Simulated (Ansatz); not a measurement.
Process, species as SMILES: [BH2] (BH2) → B atom + 2 H atom
B3LYP-D3(BJ)/def2-TZVP geometries, fixed; electronic energies without zero-point terms.

Basis-set convergence of the atomisation energy at HF with Ansatz (a quantum-chemistry and plane-wave program). Cartesian d functions, on some or all atoms, in 6-31G**; all else is spherical. Open shells are unrestricted. No added dispersion term, no relativity. Functions are those of the species that has most. Reference: the value in pcseg-4, 143.95 kcal/mol, itself unsure by roughly 0.14 kcal/mol (its mean distance from aug-pcseg-3, aug-cc-pVQZ, cc-pV5Z). Deviations are taken from unrounded values.

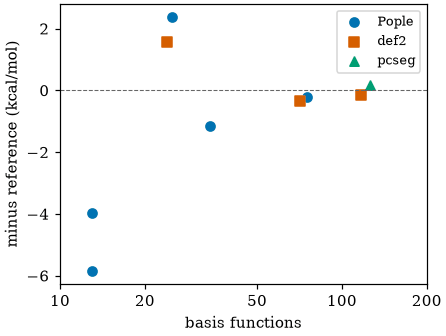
Fig. 1. Deviation from the reference against the number of basis functions, by family of sets.

```tsv
basis	functions	atomisation energy (kcal/mol)	minus reference (kcal/mol)
3-21G	13	138.10	-5.85
6-31G	13	139.99	-3.96
def2-SVP	24	145.51	1.56
6-31G**	25	146.33	2.38
6-311+G**	34	142.80	-1.15
def2-TZVPPD	71	143.62	-0.33
6-311++G(3df,3pd)	75	143.72	-0.23
def2-QZVPP	117	143.81	-0.14
pcseg-3	126	144.11	0.17
```
